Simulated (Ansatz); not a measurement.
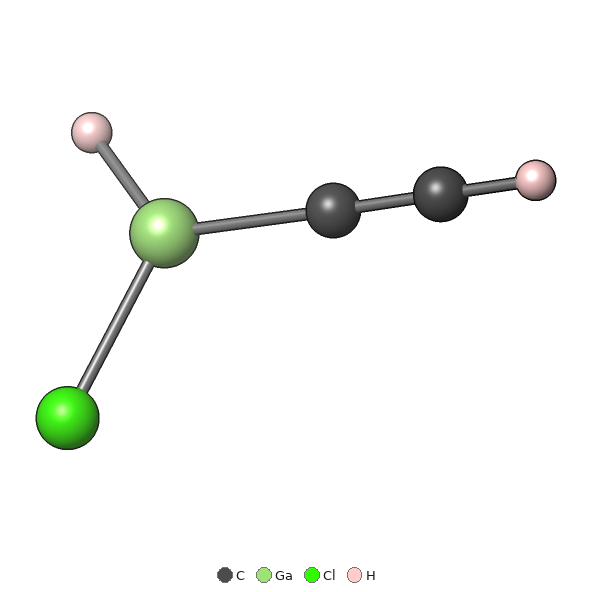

Rendered structure (ball-and-stick style). Every bond is drawn as one stick, whatever its order.

The computed structure is the end point of a PBE0-D4/def2-TZVP optimisation.

Describe the molecule.

It has 6 atoms: 2 carbon, 2 hydrogen, 1 chlorine and 1 gallium (C₂H₂ClGa). SMILES: `C#[C][GaH][Cl]`. Among its groups: alkyne. This geometry has Cs symmetry. All atoms lie on one plane. Coordination: 2 C linear; 1 Ga trigonal planar.

The parts below concern this one geometry. Atoms keep their numbers from picture to picture.

### Geometry

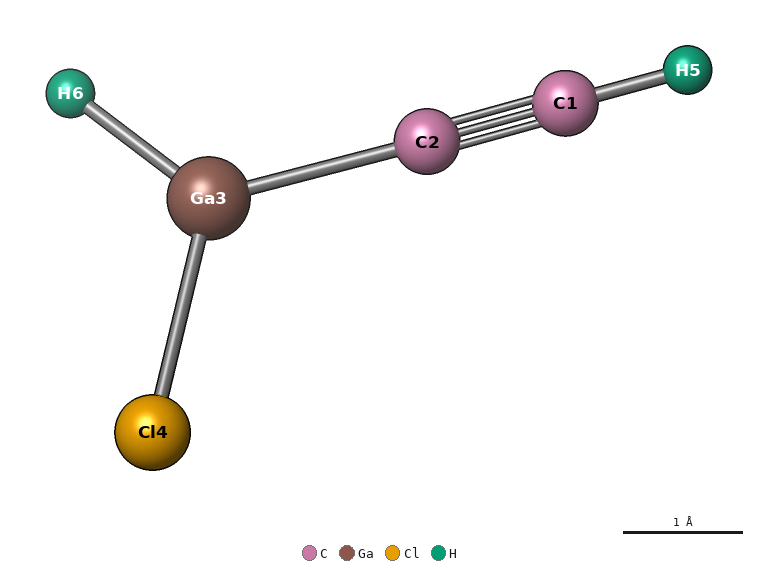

Which atoms are bonded, and how long are the bonds?

| bond | length (Å) |
| --- | --- |
| C1–C2 | 1.208 |
| C1–H5 | 1.067 |
| C2–Ga3 | 1.900 |
| Ga3–Cl4 | 2.139 |
| Ga3–H6 | 1.547 |

### Vibrations

Harmonic vibrations computed with RKS PBE0-D4/def2-TZVP (Ansatz 0.2.0) at a stationary point of the same level.

**List the wavenumbers.**

12 modes: 95, 183, 283, 420, 474, 508, 632, 718, 750, 2058, 2143, 3459 cm⁻¹.

### Dipole moment

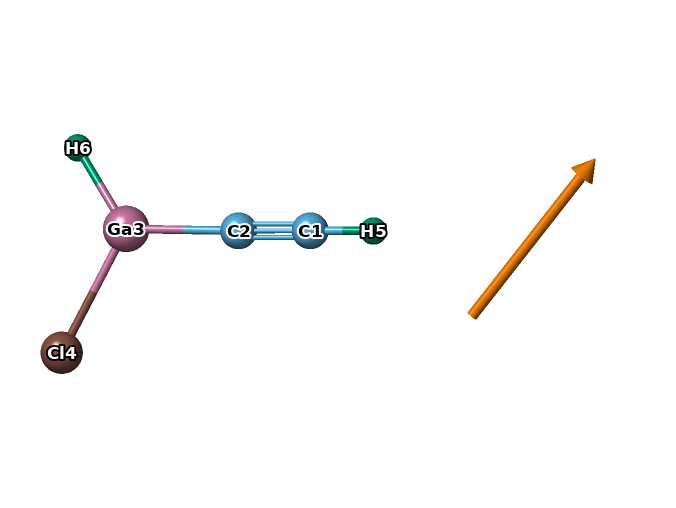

The arrow beside the molecule shows the direction of the dipole moment, from the negative to the positive end (its length means nothing). Method: RKS ωB97M-V/def2-TZVPP (Ansatz 0.2.0).

**How large is the dipole moment?**

2.06 D; it points from the side of Cl4 to the side of H5 (the outermost atoms at the two ends).

### Charges

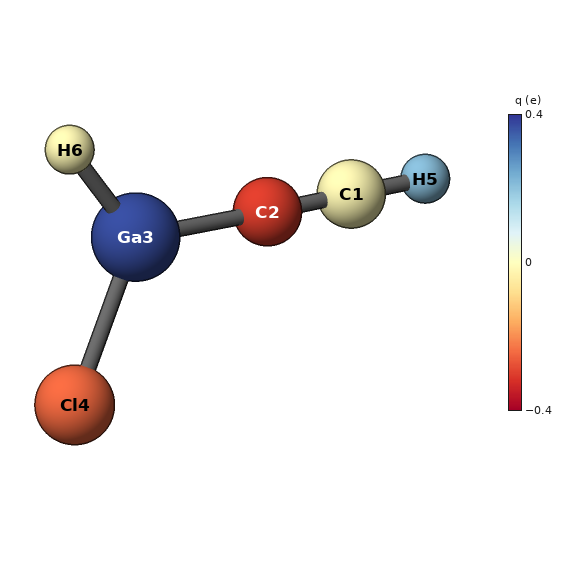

Atoms are coloured by their Mulliken charges. Level of theory: RKS PBE-D4/def2-TZVPP (Ansatz 0.2.0).

**Which atom carries the highest charge (most positive or least negative)?**

Ga3 (0.37 e).

**And the lowest?**

C2 (−0.30 e).

Give the Mulliken charges atom by atom.

```
atom  value (e)
  C1      −0.02
  C2      −0.30
 Ga3       0.37
 Cl4      −0.24
  H5       0.21
  H6      −0.02
```

Mulliken values depend strongly on the basis set and can even reverse the polarity of a bond.
